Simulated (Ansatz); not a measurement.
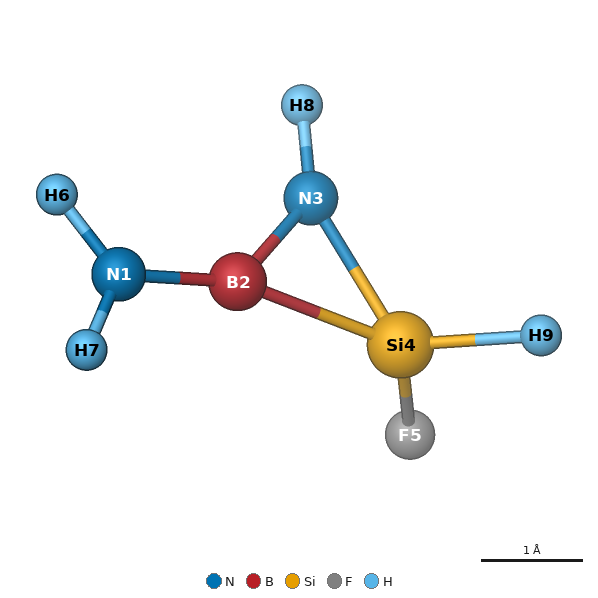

Orthographic view. Distant atoms are faded towards the background colour. Computed geometry: PBE0-D4/def2-TZVP optimisation.

Write a MOL file (V2000) with the atoms in numerical order, bonds sorted by atom number with the orders drawn, and coordinates in the frame of the picture: x right, y up, z towards the viewer, origin at the mean position.

```
BFH4N2Si
                    3D

  9  9  0  0  0  0  0  0  0  0999 V2000
   -1.5500    0.0600    1.0200 N   0  0  0  0  0  0  0  0  0  0  0  0
   -0.3600   -0.0200    0.2900 B   0  0  0  0  0  0  0  0  0  0  0  0
    0.3700    0.8100   -0.5900 N   0  0  0  0  0  0  0  0  0  0  0  0
    1.2600   -0.6500   -0.4900 Si  0  0  2  0  0  4  0  0  0  0  0  0
    1.3600   -1.5400   -1.8100 F   0  0  0  0  0  0  0  0  0  0  0  0
   -2.1600    0.8500    0.9900 H   0  0  0  0  0  0  0  0  0  0  0  0
   -1.8700   -0.7000    1.6000 H   0  0  0  0  0  0  0  0  0  0  0  0
    0.2800    1.7400   -0.9800 H   0  0  0  0  0  0  0  0  0  0  0  0
    2.6700   -0.5500   -0.0200 H   0  0  0  0  0  0  0  0  0  0  0  0
  1  2  1  0
  1  6  1  0
  1  7  1  0
  2  3  1  0
  2  4  1  0
  3  4  1  0
  3  8  1  0
  4  5  1  0
  4  9  1  0
M  END
```
